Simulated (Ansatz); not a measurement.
# BeTlF3: complex band structure

Aim: relax a made-up compound, BeTlF3, and see how good a tunnel barrier it would be. It is built by putting Be for Ca in the CaTlF3 structure of space group Cm, with the volume rescaled by atomic radii. The parent structure comes from the Materials Project.

Program: Ansatz 0.2.0. Level of theory: PBE DFT, plane waves, PAW files, in the first sound run; inputs show where later runs differ. Results are calculated unless marked as measured.

The structure was built from a prototype and need not be the compound's stable phase.

## 1. The starting structure

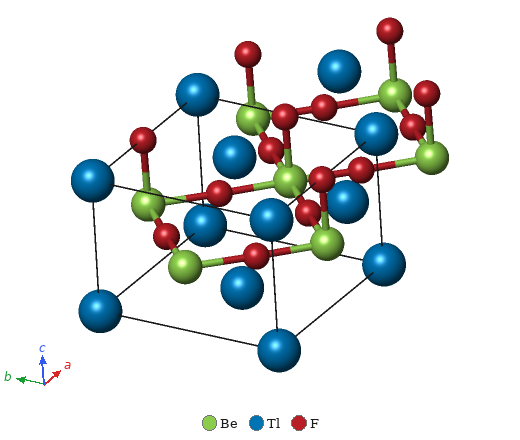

The cell as given, from a free direction (beryllium green, thallium blue, fluorine red). 2×1×1 cells are drawn. This picture shows the conventional cell, with its axes. Some periodic images of atoms are drawn too.

## 2. Relaxing the new crystal

The substituted atoms don't fit the parent's cell, so cell and atoms relax together. A small smearing keeps the run stable in case the gap closes on the way.

The input, input.yaml:

```yaml
crystal:
  lattice:
    - [2.8293292634, -2.8274954782, 0.0]
    - [2.8293292634, 2.8274954782, 0.0]
    - [-0.0071976956, 0.0, 3.9979860248]
  atoms:
    - { symbol: Be, position: [0.500945, 0.500945, 0.487376] }
    - { symbol: Tl, position: [0.008227, 0.008227, 0.99386] }
    - { symbol: F, position: [0.498494, 0.000421, 0.483097] }
    - { symbol: F, position: [0.488499, 0.488499, 0.986947] }
    - { symbol: F, position: [0.000421, 0.498494, 0.483097] }
kpoints:
  mp_grid: { grid: [6, 6, 6] }
scf:
  occupations: { method: gaussian, width: 0.03 }
hamiltonian:
  xc: pbe
output:
  forces: true
  stress: true
relax:
  f_tol: 0.02
  max_steps: 60
  cell: {}
```

The run is started by

```bash
$ ansatz run input.yaml --threads 2 --pin off --max-ram 4096MiB --backend cpu --events-out ev --progress --plain --runs-dir out
```

Numbers of over 12 decimals in the logs are rounded to 6 here.

The program printed:

```text
Engine: ansatz 0.2.0, aarch64-unknown-linux-gnu
Pseudopotentials: kind: paw
Pseudopotential: Be, paw, valence charge 2, recommended cutoff 420 eV (normal), Be.paw.azcp
Pseudopotential: Tl, paw, valence charge 13, recommended cutoff 420 eV (normal), Tl.paw.azcp
Pseudopotential: F, paw, valence charge 7, recommended cutoff 420 eV (normal), F.paw.azcp
Functional definition: PBE
  parameter kappa = 0.804
  parameter beta = 0.066725
  exchange = pbe_x(kappa = kappa, mu = beta*pi^2/3)
  correlation = pbe_c(beta = beta)
Crystal: 5 atoms, lattice volume = 63.967 Å³
Basis set: ecut = 420 eV, 1237 PW (Γ), exchange–correlation on 54×54×54 points (8 copies of the dense FFT grid, shifted against one another)
Bands: 23, of which v1, the nominal top of the filled ones, is band 18 counted from 1 (17 counted from 0)
Symmetry: 2 space group operations
Space group: Cm (ITA 8), of the structure as read, at distance tolerance 4.0e-5 Å
k-points: 68 of 216 (time reversal used)
Non-local potential: Be, projectors of the file, l = 0: 2, l = 1: 2, l = 2: 1
Non-local potential: Tl, projectors of the file, l = 0: 2, l = 1: 2, l = 2: 2, l = 3: 1
Non-local potential: F, projectors of the file, l = 0: 2, l = 1: 2, l = 2: 1
PAW form: soft (Blöchl's): semilocal exchange-correlation on the pseudo side does not see the compensation charge
PAW one-centre angular grid: Be, 110 points (default); XC on 64 Gauss nodes
PAW one-centre angular grid: Tl, 590 points (default); XC on 64 Gauss nodes
PAW one-centre angular grid: F, 110 points (default); XC on 64 Gauss nodes
Initial density: superposition of atomic densities (neutral atoms: chi_scale 0, normalization atom), corrected by the library's trained network
Initial wavefunctions: pseudopotential atomic-orbital guess
Functional: x = pbe(κ = 0.804, μ = 0.219515), c = pbe(β = 0.066725)
SCF iter   1: F=—  HF=-13964.612825 eV  |F-HF|=—  |Δ(HF+E_count)|=         —  Δρ=1.83e-3  dr2=3.47e-3  ethr=1.77e-3  ⟨swp⟩=6.6  Hψ=7922  notcnv=0
preconditioner: auto → Resta (q_TF=auto, 2.479 Å⁻¹)  ε∞=4.3  [insulator: Δε(μ)=3.916 eV  Ē_g=15.416 eV  σ=0.030 eV  W_gap=1.00  n_scr=18 (ndim 8)  ℏωp=27.9 eV  f_vac=0.000  D(μ)=0.00/eV (n_scr^D=0)  ε∞_Penn≈4.3]
SCF iter   2: F=—  HF=-13964.611899 eV  |F-HF|=—  |Δ(HF+E_count)|=   9.26e-4  Δρ=1.07e-3  dr2=1.17e-3  ethr=9.65e-6  ⟨swp⟩=2.4  Hψ=2968  notcnv=0  defer=7
SCF iter   3: F=—  HF=-13964.611504 eV  |F-HF|=—  |Δ(HF+E_count)|=   3.95e-4  Δρ=2.53e-4  dr2=9.01e-5  ethr=3.24e-6  ⟨swp⟩=2.7  Hψ=2522  notcnv=0  defer=7
SCF iter   4: F=—  HF=-13964.611367 eV  |F-HF|=—  |Δ(HF+E_count)|=   1.37e-4  Δρ=1.02e-4  dr2=6.17e-6  ethr=2.50e-7  ⟨swp⟩=2.0  Hψ=2177  notcnv=0  defer=7
SCF iter   5: F=—  HF=-13964.611367 eV  |F-HF|=—  |Δ(HF+E_count)|=   4.50e-7  Δρ=1.06e-4  dr2=4.16e-6  ethr=1.71e-8  ⟨swp⟩=2.0  Hψ=2719  notcnv=0  defer=7
SCF iter   6: F=—  HF=-13964.611366 eV  |F-HF|=—  |Δ(HF+E_count)|=   9.51e-7  Δρ=1.78e-5  dr2=1.05e-7  ethr=1.15e-8  ⟨swp⟩=2.0  Hψ=2401  notcnv=0  defer=9
SCF iter   7: F=-13964.611366 eV  HF=-13964.611366 eV  |F-HF|=2.61e-8  |Δ(HF+E_count)|=   2.67e-8  Δρ=9.62e-6  dr2=4.34e-8  ethr=2.78e-10  ⟨swp⟩=4.0  Hψ=4930  notcnv=0
SCF 1 converged in 7 iterations: F = -13964.611366 eV  dr2 = 4.34e-8
  greatest PAW one-centre occupation: 0.968 electrons in one spin orbital (limit 2), on the Tl atom at site 1 (counted from 0), in its partial waves of l = 2
relax step   1: F+E_penalty+E_count = -13964.61136619 eV  Δ(F+E_penalty+E_count) = +0.000e0 eV  max|allowed force component| = 3.164e-1 eV/Å  Δτ_max = 0.0000 Å  P = -5.164 GPa  Ω = 63.967 Å³  (7 SCF iters, dr2 threshold 1.00e-7 eV, accepted)
Crystal: 5 atoms, lattice volume = 59.823 Å³
Basis set: ecut = 420 eV, 1189 PW (Γ), exchange–correlation on 54×54×54 points (8 copies of the dense FFT grid, shifted against one another)
Initial density: handed on by an earlier stage of this run
Initial wavefunctions: those handed on with the density
iter 1 solved again at ethr=2.31e-4 eV; its pass at ethr=3.10e-3 eV (dr2=8.32e-2 eV) is discarded
SCF iter   1: F=—  HF=-13964.741991 eV  |F-HF|=—  |Δ(HF+E_count)|=         —  Δρ=1.17e-2  dr2=8.50e-2  ethr=2.31e-4  ⟨swp⟩=1.0  Hψ=8679  notcnv=0
preconditioner: auto → Resta (q_TF=auto, 2.507 Å⁻¹)  ε∞=4.3  [insulator: Δε(μ)=3.880 eV  Ē_g=15.941 eV  σ=0.030 eV  W_gap=1.00  n_scr=18 (ndim 8)  ℏωp=28.8 eV  f_vac=0.000  D(μ)=0.00/eV (n_scr^D=0)  ε∞_Penn≈4.3]
SCF iter   2: F=—  HF=-13964.715601 eV  |F-HF|=—  |Δ(HF+E_count)|=   2.64e-2  Δρ=5.18e-3  dr2=1.35e-2  ethr=2.31e-4  ⟨swp⟩=2.1  Hψ=2992  notcnv=0  defer=2
SCF iter   3: F=—  HF=-13964.711246 eV  |F-HF|=—  |Δ(HF+E_count)|=   4.36e-3  Δρ=1.54e-3  dr2=1.53e-3  ethr=3.76e-5  ⟨swp⟩=2.0  Hψ=3041  notcnv=0  defer=17
SCF iter   4: F=—  HF=-13964.710905 eV  |F-HF|=—  |Δ(HF+E_count)|=   3.40e-4  Δρ=7.77e-4  dr2=3.00e-4  ethr=4.24e-6  ⟨swp⟩=2.0  Hψ=2298  notcnv=0  defer=18
SCF iter   5: F=—  HF=-13964.710587 eV  |F-HF|=—  |Δ(HF+E_count)|=   3.18e-4  Δρ=1.36e-4  dr2=8.17e-6  ethr=8.35e-7  ⟨swp⟩=2.9  Hψ=2686  notcnv=0  defer=18
SCF iter   6: F=—  HF=-13964.710590 eV  |F-HF|=—  |Δ(HF+E_count)|=   2.73e-6  Δρ=8.53e-5  dr2=2.55e-6  ethr=2.27e-8  ⟨swp⟩=2.5  Hψ=2733  notcnv=0  defer=18
SCF iter   7: F=-13964.710589 eV  HF=-13964.710589 eV  |F-HF|=1.37e-7  |Δ(HF+E_count)|=   5.42e-7  Δρ=2.42e-5  dr2=2.22e-7  ethr=1.39e-9  ⟨swp⟩=2.3  Hψ=5780  notcnv=0
SCF 2 converged in 7 iterations: F = -13964.710589 eV  dr2 = 2.22e-7
relax step   2: F+E_penalty+E_count = -13964.71058896 eV  Δ(F+E_penalty+E_count) = -9.922e-2 eV  max|allowed force component| = 1.679e-1 eV/Å  Δτ_max = 0.0950 Å  P = +0.189 GPa  Ω = 59.823 Å³  energy of the carried Pulay correction = +1.546e-2 eV  (7 SCF iters, dr2 threshold 5.00e-7 eV, accepted)
Crystal: 5 atoms, lattice volume = 59.883 Å³
iter 1 solved again at ethr=7.06e-5 eV; its pass at ethr=3.10e-3 eV (dr2=2.54e-2 eV) is discarded
SCF iter   1: F=—  HF=-13964.723800 eV  |F-HF|=—  |Δ(HF+E_count)|=         —  Δρ=5.85e-3  dr2=2.56e-2  ethr=7.06e-5  ⟨swp⟩=1.2  Hψ=8194  notcnv=0
preconditioner: auto → Resta (q_TF=auto, 2.506 Å⁻¹)  ε∞=4.3  [insulator: Δε(μ)=3.853 eV  Ē_g=15.926 eV  σ=0.030 eV  W_gap=1.00  n_scr=18 (ndim 8)  ℏωp=28.8 eV  f_vac=0.000  D(μ)=0.00/eV (n_scr^D=0)  ε∞_Penn≈4.3]
SCF iter   2: F=—  HF=-13964.716178 eV  |F-HF|=—  |Δ(HF+E_count)|=   7.62e-3  Δρ=2.23e-3  dr2=3.11e-3  ethr=7.06e-5  ⟨swp⟩=2.0  Hψ=2876  notcnv=0
SCF iter   3: F=—  HF=-13964.715257 eV  |F-HF|=—  |Δ(HF+E_count)|=   9.21e-4  Δρ=4.12e-4  dr2=3.31e-5  ethr=8.64e-6  ⟨swp⟩=2.0  Hψ=2584  notcnv=0
[...]
relax step  27: F+E_penalty+E_count = -13966.76421821 eV  Δ(F+E_penalty+E_count) = -5.760e-4 eV  max|allowed force component| = 7.758e-3 eV/Å  Δτ_max = 0.0191 Å  P = +0.027 GPa  Ω = 90.892 Å³  energy of the carried Pulay correction = -4.683e-3 eV  (6 SCF iters, dr2 threshold 5.00e-7 eV, accepted)
relax step  28: F+E_penalty+E_count = -13966.76194477 eV  Δ(F+E_penalty+E_count) = +2.273e-3 eV  max|allowed force component| = 4.173e-3 eV/Å  Δτ_max = 0.0171 Å  P = -0.016 GPa  Ω = 91.871 Å³  energy of the carried Pulay correction = -7.879e-3 eV  (6 SCF iters, dr2 threshold 1.22e-7 eV, accepted)
relax step  29: F+E_penalty+E_count = -13966.76238792 eV  Δ(F+E_penalty+E_count) = -4.431e-4 eV  max|allowed force component| = 2.504e-3 eV/Å  Δτ_max = 0.0010 Å  P = +0.002 GPa  Ω = 91.747 Å³  energy of the carried Pulay correction = -7.461e-3 eV  (8 SCF iters, accepted)
relax step  30: F+E_penalty+E_count = -13966.76242215 eV  Δ(F+E_penalty+E_count) = -3.423e-5 eV  max|allowed force component| = 2.584e-3 eV/Å  Δτ_max = 0.0003 Å  P = +0.006 GPa  Ω = 91.739 Å³  energy of the carried Pulay correction = -7.434e-3 eV  (6 SCF iters, accepted)
relax step  31: F+E_penalty+E_count = -13966.76228522 eV  Δ(F+E_penalty+E_count) = +1.369e-4 eV  max|allowed force component| = 1.049e-2 eV/Å  Δτ_max = 0.0019 Å  P = +0.013 GPa  Ω = 91.783 Å³  energy of the carried Pulay correction = -7.583e-3 eV  (8 SCF iters, accepted)
relax step  32: F+E_penalty+E_count = -13966.77283369 eV  Δ(F+E_penalty+E_count) = -1.055e-2 eV  max|allowed force component| = 1.074e-2 eV/Å  Δτ_max = 0.0000 Å  P = +0.103 GPa  Ω = 91.783 Å³  stress off target by 3.19e-1 GPa  SCF on the basis re-selected at this cell (its energy is not comparable with the rows above)  (7 SCF iters)
relax step  33: F+E_penalty+E_count = -13966.77226678 eV  Δ(F+E_penalty+E_count) = +5.669e-4 eV  max|allowed force component| = 4.400e-3 eV/Å  Δτ_max = 0.0104 Å  P = +0.035 GPa  Ω = 92.616 Å³  energy of the carried Pulay correction = -2.243e-3 eV  (6 SCF iters, dr2 threshold 2.55e-7 eV, accepted)
relax step  34: F+E_penalty+E_count = -13966.77044118 eV  Δ(F+E_penalty+E_count) = +1.826e-3 eV  max|allowed force component| = 1.018e-2 eV/Å  Δτ_max = 0.0097 Å  P = -0.017 GPa  Ω = 93.369 Å³  energy of the carried Pulay correction = -4.401e-3 eV  (6 SCF iters, dr2 threshold 5.02e-8 eV, accepted)
relax step  35: F+E_penalty+E_count = -13966.77574899 eV  Δ(F+E_penalty+E_count) = -5.308e-3 eV  max|allowed force component| = 1.031e-2 eV/Å  Δτ_max = 0.0000 Å  P = +0.027 GPa  Ω = 93.369 Å³  stress off target by 1.45e-1 GPa  SCF on the basis re-selected at this cell (its energy is not comparable with the rows above)  (6 SCF iters)
relax step  36: F+E_penalty+E_count = -13966.77513071 eV  Δ(F+E_penalty+E_count) = +6.183e-4 eV  max|allowed force component| = 7.766e-3 eV/Å  Δτ_max = 0.0052 Å  P = +0.040 GPa  Ω = 93.782 Å³  energy of the carried Pulay correction = -1.091e-3 eV  (6 SCF iters, dr2 threshold 5.28e-8 eV, accepted)
relax step  37: F+E_penalty+E_count = -13966.77415023 eV  Δ(F+E_penalty+E_count) = +9.805e-4 eV  max|allowed force component| = 1.782e-2 eV/Å  Δτ_max = 0.0047 Å  P = -0.002 GPa  Ω = 94.140 Å³  energy of the carried Pulay correction = -2.058e-3 eV  (7 SCF iters, dr2 threshold 7.54e-9 eV, accepted)
relax step  38: F+E_penalty+E_count = -13966.77648574 eV  Δ(F+E_penalty+E_count) = -2.336e-3 eV  max|allowed force component| = 1.791e-2 eV/Å  Δτ_max = 0.0000 Å  P = +0.017 GPa  Ω = 94.140 Å³  stress off target by 5.50e-2 GPa  SCF on the basis re-selected at this cell (its energy is not comparable with the rows above)  (6 SCF iters)
relax step  39: F+E_penalty+E_count = -13966.77524942 eV  Δ(F+E_penalty+E_count) = +1.236e-3 eV  max|allowed force component| = 3.031e-3 eV/Å  Δτ_max = 0.0087 Å  P = -0.017 GPa  Ω = 94.687 Å³  energy of the carried Pulay correction = -1.389e-3 eV  (8 SCF iters, dr2 threshold 7.56e-9 eV, accepted)
iter 1 solved again at ethr=5.26e-7 eV; its pass at ethr=3.10e-3 eV (dr2=1.89e-4 eV) is discarded
SCF iter   1: F=—  HF=-13966.776662 eV  |F-HF|=—  |Δ(HF+E_count)|=         —  Δρ=6.26e-5  dr2=4.93e-7  ethr=5.26e-7  ⟨swp⟩=3.0  Hψ=11271  notcnv=0
preconditioner: auto → Resta (q_TF=auto, 2.322 Å⁻¹)  ε∞=3.4  [insulator: Δε(μ)=5.013 eV  Ē_g=14.933 eV  σ=0.030 eV  W_gap=1.00  n_scr=20 (ndim 8)  ℏωp=22.9 eV  f_vac=0.188  D(μ)=0.00/eV (n_scr^D=0)  ε∞_Penn≈3.4]
SCF iter   2: F=—  HF=-13966.776677 eV  |F-HF|=—  |Δ(HF+E_count)|=   1.52e-5  Δρ=2.78e-5  dr2=1.38e-7  ethr=1.37e-9  ⟨swp⟩=2.0  Hψ=2788  notcnv=0
SCF iter   3: F=—  HF=-13966.776683 eV  |F-HF|=—  |Δ(HF+E_count)|=   5.80e-6  Δρ=1.29e-5  dr2=1.70e-8  ethr=3.84e-10  ⟨swp⟩=2.3  Hψ=2241  notcnv=0
SCF iter   4: F=—  HF=-13966.776685 eV  |F-HF|=—  |Δ(HF+E_count)|=   1.42e-6  Δρ=5.53e-7  dr2=1.56e-10  ethr=4.73e-11  ⟨swp⟩=2.0  Hψ=2788  notcnv=0
SCF iter   5: F=-13966.776685 eV  HF=-13966.776685 eV  |F-HF|=1.82e-11  |Δ(HF+E_count)|=  1.13e-10  Δρ=1.36e-7  dr2=1.57e-11  ethr=1.00e-12  ⟨swp⟩=4.0  Hψ=4984  notcnv=0
SCF 40 converged in 5 iterations: F = -13966.776685 eV  dr2 = 1.57e-11
relax step  40: F+E_penalty+E_count = -13966.77668452 eV  Δ(F+E_penalty+E_count) = -1.435e-3 eV  max|allowed force component| = 3.057e-3 eV/Å  Δτ_max = 0.0000 Å  P = -0.007 GPa  Ω = 94.687 Å³  stress off target by 3.79e-2 GPa  SCF on the basis re-selected at this cell (its energy is not comparable with the rows above)  (5 SCF iters)
basis re-selected at this cell: Δ(F+E_penalty+E_count) = -1.435e-3 eV, ΔP = +0.009 GPa vs the last step (what re-selecting the basis moved, of the pressure what is left beyond the Pulay correction that the steps carried, after the strain that the cell walked since its last selection, with what the two solves' SCF thresholds leave and, on support functions, any second-order correction that the steps lacked; it is no m [...]
SCF converged after 5 iterations
Free energy (F): -13966.776685 eV
Harris-Foulkes:  -13966.776685 eV  (|F-HF|=1.82e-11)
Internal energy: -13966.776685 eV  (E = F + TS)
E sigma→0 (E₀):  -13966.776685 eV
Fermi energy:    2.827046 eV
--- Per-component energies (eV) ---
  E_band       = -231.810106
  E_kinetic    = 971.249452
  E_local      = -3217.883504  (includes V_loc(G=0)·N_el)
  E_nonlocal   = 543.297433
  E_hartree    = 1204.471158
  E_xc         = -489.643677
  E_vxc        = -468.587023  (∫ρ·V_xc dr)
  E_paw        = -10823.237755  (= ΣΔE_a)
  E_vpaw       = -468.835034  (= ΣTr[D̂ρ^β])
  E_aug_tail   = 0.006289  (compensation charges beyond the density's cutoff)
  E_ewald      = -2155.036081
  E_smearing   = -0.000000  (= −TS)
  E_closure    = 0.000000  (closes the sum)
  Σ components = -13966.776685   (vs F -13966.776685, Δ=0.00e0)
--- Forces (eV/Å), atoms counted from 1 ---
  atom   1  Be    -0.00272910     0.00000000    -0.00305617
  atom   2  Tl    -0.00113757     0.00000000    -0.00073707
  atom   3  F      0.00107809    -0.00026351     0.00153539
  atom   4  F      0.00171169     0.00000000     0.00072551
  atom   5  F      0.00107809     0.00026351     0.00153539
  max |Σ_I F_I| component: 3.06e-6 eV/Å
--- Stress (GPa, compression-positive) ---
        0.011608       0.000000       0.032187
        0.000000      -0.031595       0.000000
        0.032203       0.000000      -0.001513
  P = ⅓ Tr σ = -0.0072 GPa (-0.072 kbar)
--- Relaxed structure (33 steps of the walk, 32 accepted, 7 SCFs on fresh bases) ---
  F+E_penalty+E_count = -13966.77668452 eV   max|allowed force component| = 3.057e-3 eV/Å   (the final SCF, on the basis selected at the relaxed cell)
  cell:  # Å, volume = 94.6868 Å³
    - [3.492631, -2.997324, 0.351603]
    - [3.492631, 2.997324, 0.351603]
    - [0.487948, -1.273602639453524e-16, 4.571566]
  atoms:
    - { symbol: Be, position: [0.601535, 0.601535, 0.589273] }
    - { symbol: Tl, position: [0.067879, 0.067879, 1.054354] }
    - { symbol: F, position: [0.466704, -0.105497, 0.454139] }
    - { symbol: F, position: [0.465965, 0.465965, 0.882471] }
    - { symbol: F, position: [-0.105497, 0.466704, 0.454139] }
```

It took 3.2 min on 2 threads of Arm Neoverse V2, shared host; peak memory 0.45 GiB.

Step by step (22 of 40):

| step | energy less that of the first step (eV) | largest force component (eV/Å) | pressure (GPa) | volume (Å³) |
| --- | --- | --- | --- | --- |
| 1 | 0.0000 | 0.3164 | -5.16 | 63.97 |
| 3 | -0.1037 | 0.1031 | 0.05 | 59.88 |
| 5 | -0.1143 | 0.3048 | 0.02 | 59.95 |
| 7 | -0.5452 | 1.5369 | 2.82 | 60.41 |
| 8 | -1.1163 | 1.4143 | 8.75 | 61.70 |
| 10 | -1.8508 | 0.2116 | 2.89 | 72.27 |
| 12 | -1.8984 | 0.0168 | 0.31 | 75.70 |
| 14 | -1.8980 | 0.0197 | 0.05 | 76.17 |
| 16* | -2.0271 | 0.0195 | 2.66 | 76.28 |
| 18 | -2.0671 | 0.0171 | -0.08 | 85.11 |
| 20 | -2.0668 | 0.0101 | -0.03 | 85.18 |
| 21* | -2.1271 | 0.0103 | 0.54 | 85.18 |
| 23 | -2.1322 | 0.0438 | 0.28 | 88.79 |
| 25 | -2.1314 | 0.0014 | 0.01 | 89.27 |
| 27 | -2.1529 | 0.0078 | 0.03 | 90.89 |
| 29 | -2.1510 | 0.0025 | 0.00 | 91.75 |
| 31 | -2.1509 | 0.0105 | 0.01 | 91.78 |
| 33 | -2.1609 | 0.0044 | 0.04 | 92.62 |
| 34 | -2.1591 | 0.0102 | -0.02 | 93.37 |
| 36 | -2.1638 | 0.0078 | 0.04 | 93.78 |
| 38* | -2.1651 | 0.0179 | 0.02 | 94.14 |
| 40* | -2.1653 | 0.0031 | -0.01 | 94.69 |

Relaxation steps marked * repeat the geometry before them on a plane-wave basis chosen anew for their cell, so energy and pressure can jump there. Other such steps can lie between the rows shown. Relaxation step 13 was tried and not accepted.

Forces are held to the 2 operations that the run works with; a distortion that breaks them can't arise in this run.

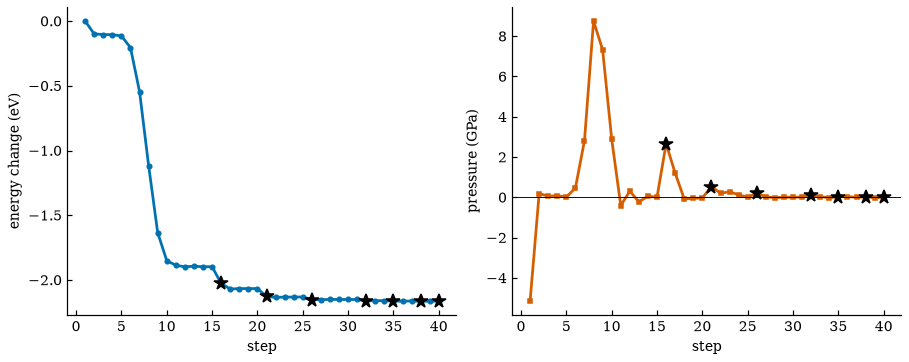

Energy and pressure along the relaxation. Stars mark steps on a basis chosen anew.

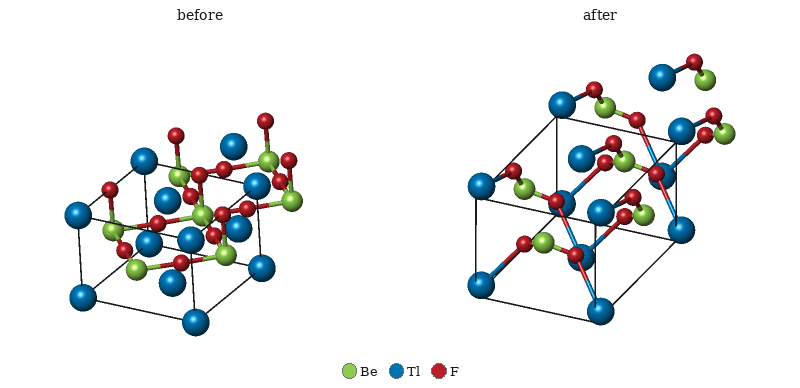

Before and after, at one scale.

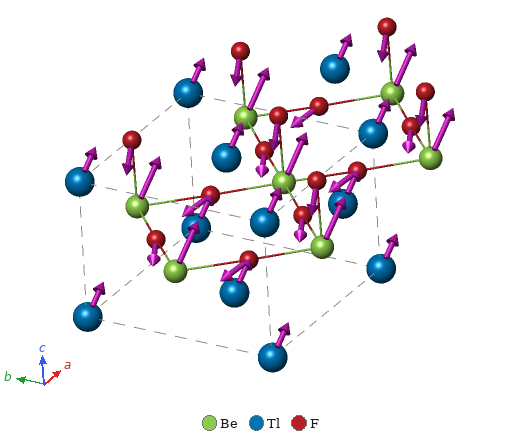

Displacements in the relaxation, exaggerated, measured against the changing cell; the longest in the cell stands for 0.92 Å. 2×1×1 conventional cells are drawn. Some periodic images of atoms are drawn too.

| cell as run | before | after | change |
| --- | --- | --- | --- |
| a (Å) | 4.000 | 4.616 | +15.4 % |
| b (Å) | 4.000 | 4.616 | +15.4 % |
| c (Å) | 3.998 | 4.598 | +15.0 % |
| α (°) | 90.07 | 81.02 | -10.0 % |
| β (°) | 90.07 | 81.02 | -10.0 % |
| γ (°) | 89.96 | 80.99 | -10.0 % |
| volume (Å³/atom) | 12.79 | 18.94 | +48.0 % |

The atoms that moved most (Å, as changes of fractional coordinates times the final cell):

| atom | dx | dy | dz | length |
| --- | --- | --- | --- | --- |
| Be1 | 0.752 | 0.000 | 0.537 | 0.924 |
| F5 | -0.495 | 0.222 | -0.181 | 0.572 |
| F3 | -0.495 | -0.222 | -0.181 | 0.572 |
| Tl2 | 0.446 | 0.000 | 0.319 | 0.548 |
| F4 | -0.208 | 0.000 | -0.493 | 0.536 |

This step gave:

```yaml
free_energy: -13966.7767 eV
fermi_energy: 2.827 eV
pressure: -0.007167 GPa
```

The largest force component on a free atom ends at 0.0031 eV/Å.

(Continued in part 2 of 4.)

[Logs are printed without paths, hosts, clocks, repeated set-up lines and the standing remarks that a program may print on its own settings, such as how far it seeks lower states.]

[Hosts, paths, dates, database ids (printed as entryN), source tags and the programs' standing remarks are cut or masked in the printed files.]
